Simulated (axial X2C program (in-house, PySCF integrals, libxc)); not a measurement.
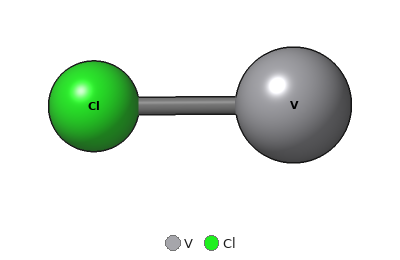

*The molecule at the reference distance of 2.106 Å.*

**Relativistic diatomic calculation for VCl⁺**

System: VCl⁺, single determinant with Ω = 3/2.
Method: PBE0, two-component X2C with atomic mean-field Coulomb and Gaunt terms, V dyall-cv3z, Cl dyall-av3z (cores contracted) (axial X2C program (in-house, PySCF integrals, libxc)).

### Input file
```
{"zs": [23, 17], "q": 1, "bas": ["dyall-cv3z", "dyall-av3z"], "levels": ["PBE0", "HF", "BP86"], "cc": true, "r0": 2.33, "thr": -2.0, "nmax": 90, "npts": 10, "nst": 2, "ntry": 6}
```

The line is the task of a batch: nuclear charges, charge, bases, the levels to run, a first guess of the distance and further settings. This report covers PBE0 with spin-orbit coupling. The log is that of the reference distance 2.106 Å, started from orbitals converged before.

The run was one of a batch that the task file lists, launched with:
```bash
python <driver script> task.json out
```

### The program's output
```
two-component X2C + atomic mean field  PBE0
basis functions 178  fitting functions 948  grid points 5080
iter        total energy     max residual
   1      -1410.030099780     1.90e-05
   2      -1410.030099783     8.75e-06
converged
one-electron -2126.12160056  Coulomb 691.70771719  exact exchange -18.03009720  xc functional -55.53264226  nuclear repulsion 98.24705103  atomic mean-field constant -0.30052799
```

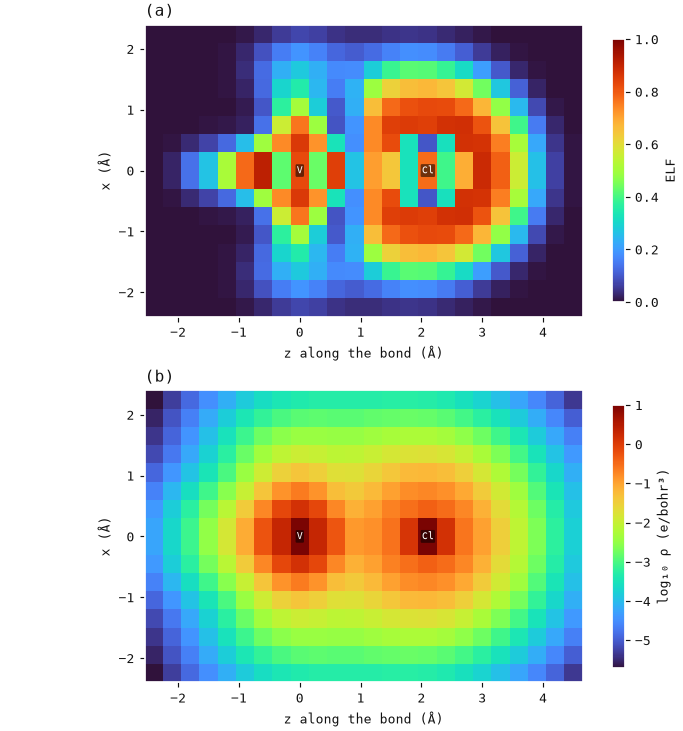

*(a) electron localisation function; (b) electron density on a logarithmic scale, in a plane that holds the axis, at 2.11 Å, on points 0.3 Å apart (one half computed, the other mirrored); the structure near the nuclei is finer than these points.*

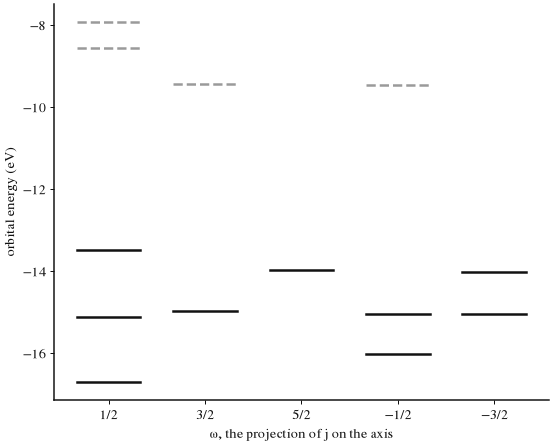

*Orbital energies near the frontier at 2.11 Å, filled (solid) and empty (dashed).*

The highest filled spinor (1/2; 52 % V d, 28 % Cl p) lies at −13.48 eV, the lowest empty one (−1/2; 82 % V d, 10 % Cl p) at −9.47 eV.

### What the run reported

- outcome: not converged in a step after the SCF shown
- hardware: 1 thread of Intel Xeon (Sapphire Rapids), 192 GiB of memory available, shared host
- wall time: 1.1 s
- peak memory: 0.66 GiB

### What went wrong

The SCF whose log is shown converged, but a later step did not. The run therefore gave no full result.
